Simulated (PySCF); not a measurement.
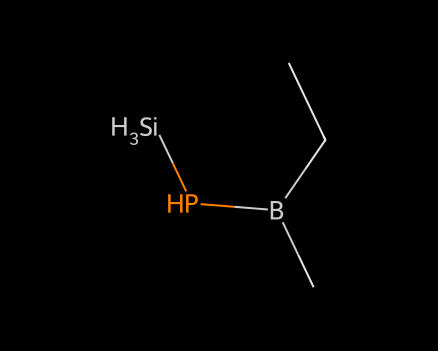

The geometry was computed by an optimisation with PBE0-D3(BJ)/def2-SVP. No frequency run is at hand to confirm it as a minimum. Program: PySCF 2.14.0.

Tabulate HOMO energy (eV) at these levels: BHandHLYP/aug-pcX-1 (pcseg-1 on H) (def2-SVPD on P) (def2-SVPD on Si); CAM-B3LYP/def2-SVPD; CAM-B3LYP/def2-SVPD in tetrahydrofuran (IEF-PCM); PBE0/pcSseg-1; PBE0/pcSseg-1 in tetrahydrofuran (IEF-PCM); PBE0/pcSseg-1 in water (IEF-PCM).

| level | HOMO energy (eV) |
| --- | --- |
| BHandHLYP/aug-pcX-1 (pcseg-1 on H) (def2-SVPD on P) (def2-SVPD on Si) | −8.03 |
| CAM-B3LYP/def2-SVPD | −8.31 |
| CAM-B3LYP/def2-SVPD in tetrahydrofuran (IEF-PCM) | −8.28 |
| PBE0/pcSseg-1 | −7.11 |
| PBE0/pcSseg-1 in tetrahydrofuran (IEF-PCM) | −7.10 |
| PBE0/pcSseg-1 in water (IEF-PCM) | −7.11 |
